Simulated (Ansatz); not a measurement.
# Br4Ti (TiBr4): what the fields show

```yaml
atoms:
  - { symbol: Ti, position_ang: [0.0000, 0.0000, 0.0000] }
  - { symbol: Br, position_ang: [0.0098, -0.0149, 2.3064] }
  - { symbol: Br, position_ang: [2.1713, 0.0099, -0.7780] }
  - { symbol: Br, position_ang: [-1.0947, 1.8857, -0.7520] }
  - { symbol: Br, position_ang: [-1.0864, -1.8807, -0.7765] }
```

Geometry: PBE0-D4/def2-SVP.

Level of theory: Ansatz 0.2.0, RKS PBE0-D4/def2-TZVP.

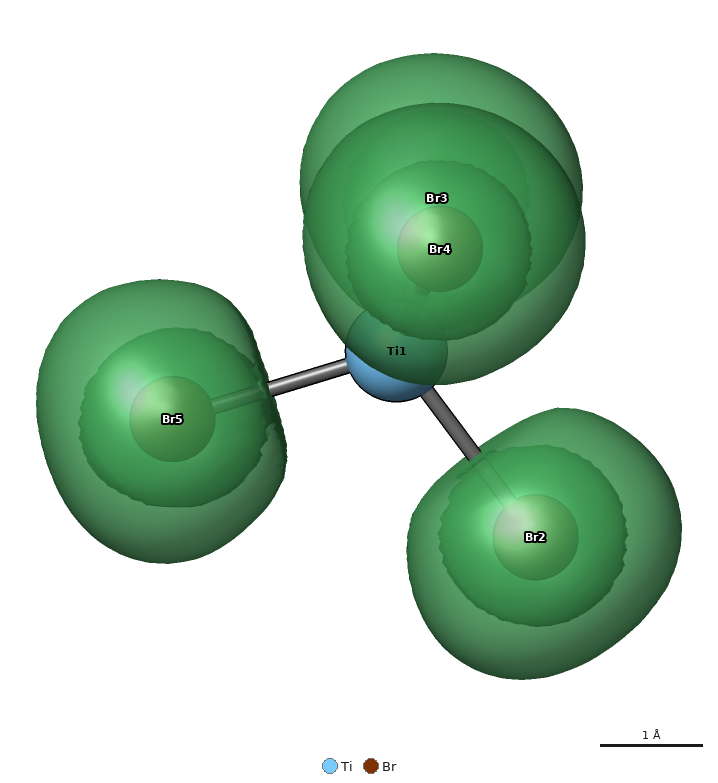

Figure 1. Isosurface of the ELF at 0.75 (green), seen from one side. Core shells and regions of very low density are left out.

Question: Identify the bonds, lone pairs and shells in this picture.

Answer: At this value the surface marks out four regions wrapped around Br (the valence shell of each).


Ti–Br (2.31 Å): the ELF peaks at about 0.80 in the valence shell of Br, 1.0 Å from its nucleus, and is about 0.55 at the midpoint.

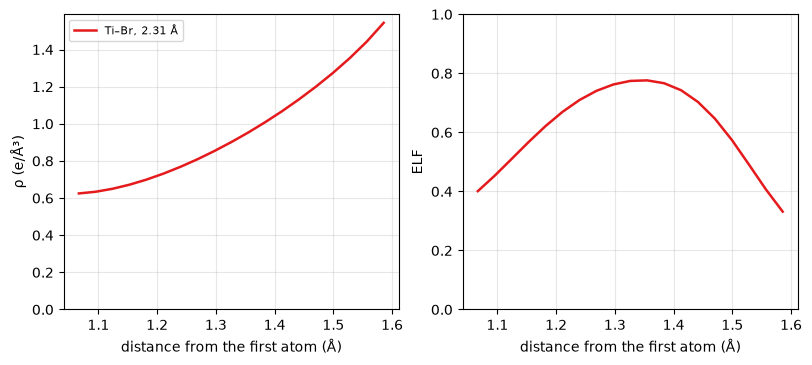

Figure 2. Electron density and electron localisation function along straight lines between neighbouring atoms. The curves leave out the atomic cores.

Question: What can be read from the curves?

Answer: Ti–Br (2.31 Å): ρ is about 0.67 e/Å³ halfway; the ELF peaks at about 0.80 in the valence shell of Br, 1.0 Å from its nucleus, and is about 0.55 at the midpoint.

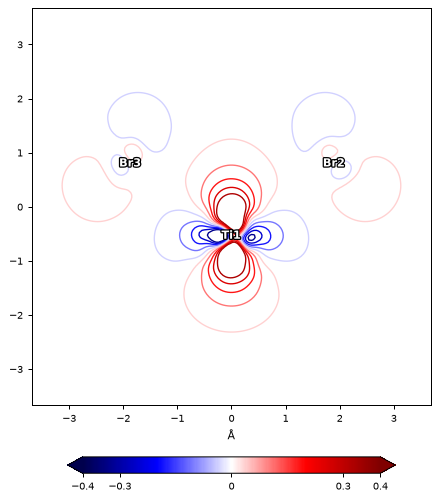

Figure 3. The LUMO on the plane of atoms Br2, Ti1 and Br3 (values in Å⁻³ᐟ²; the overall sign is arbitrary).

Question: What is the character of this orbital?

Answer: By Hirshfeld shares it lies mainly on Ti1 (about 70 %), Br2 (about 5 %), Br3 (about 5 %), Br4 (about 5 %) and Br5 (about 5 %). It is one of a degenerate set, so its orientation is arbitrary. Its energy is −3.69 eV.
